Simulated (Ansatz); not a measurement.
The calculation's input:

```
crystal:
  lattice:
    - [4.0626932547, 0.0, 0.0]
    - [0.0, 4.0626932547, 0.0]
    - [0.0, 0.0, 4.0626932547]
  atoms:
    - { symbol: Be, position: [0.0, 0.0, 0.0] }
    - { symbol: Ge, position: [0.0, 0.5, 0.5] }
    - { symbol: Ge, position: [0.5, 0.0, 0.5] }
    - { symbol: Ge, position: [0.5, 0.5, 0.0] }
basis:
  ecutwfc: 420
kpoints:
  mp_grid: { grid: [12, 12, 12] }
hamiltonian:
  xc: pbe
scf:
  occupations: { method: gaussian, width: 0.1 }
output:
  forces: true
  stress: true
  eigenvalues: true
  write_density: true
  write_potential: true
  elf: true
  volumetric_format: npy
relax:
  adjacent_minimum: "off"
  f_tol: 0.01
  max_steps: 80
  cell: { stress_tol: 0.05 }
```

Launched as:

```sh
ansatz run input.yaml --threads 1 --pin off --max-ram 2560MiB --backend cpu --events-out ev --progress --plain --runs-dir out
```

Below, planes, directions and counts refer to the conventional cell (a = 4.08 Å, b = 4.08 Å, c = 4.08 Å, α = 90.00°, β = 90.00°, γ = 90.00°).

The fields are those of the relaxed geometry.

Space group Pm-3m; started from the Cu3Au (L1_2)_221 prototype, which need not be the ambient phase.

Theory: DFT PBE, scalar-relativistic, plane waves, PAW (Ansatz).

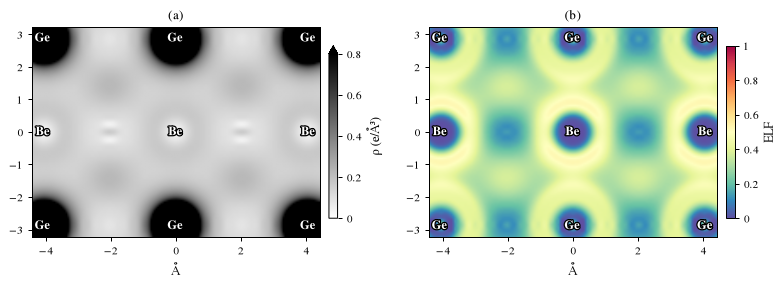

BeGe3. (a) valence electron density; (b) electron localisation function on the (101) plane of the conventional cell.

The density is the valence pseudo-density of a PAW calculation; it isn't the true density close to the nuclei.

> Describe what can be read from this map.

- Atoms in the plane: Be and Ge.
- Be–Ge (2.88 Å): ρ is about 0.17 e/Å³ halfway, with its minimum of 0.15 e/Å³ about 1.2 Å from Be; the ELF is about 0.45 at the midpoint.
- Between the atoms the lowest density in this plane is 0.04 e/Å³.
